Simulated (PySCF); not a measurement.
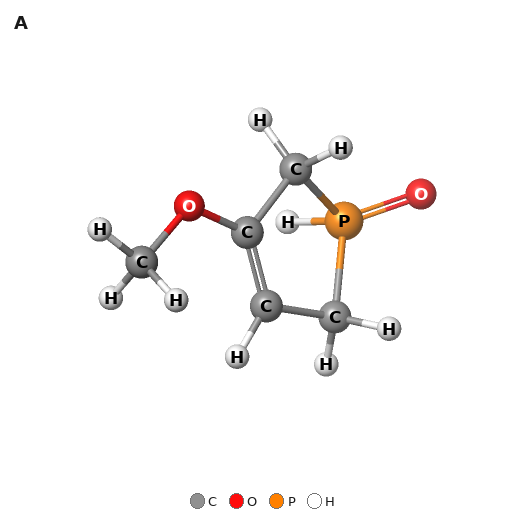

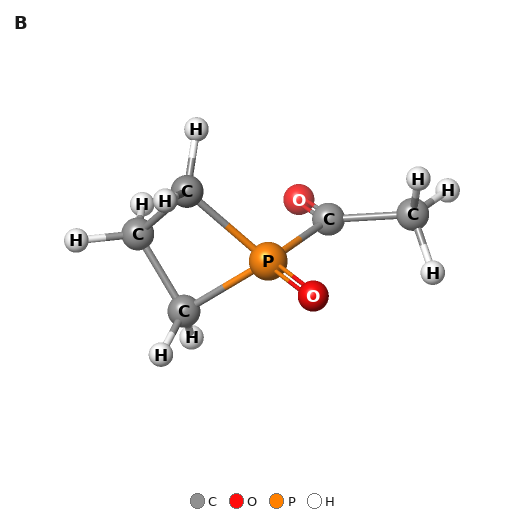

2 stationary structures of one formula. Geometries: GFN2-xTB. Electronic energies: CAM-B3LYP/def2-SVPD (PySCF 2.14.0), without zero-point energy. No frequency run is at hand to confirm each as a minimum. Each is one conformer, not always the lowest.

### Rank them by energy, lowest first.

B is lowest; A lies 0.112 eV above it. A is `COC1=CC[P@H](=O)C1`, B is `CC(=O)P1(=O)CCC1`.

The geometry is semi-empirical. Around P such bond lengths and angles can be off by a tenth of an ångström or more and by several degrees, and values that hang on the shape move with them.
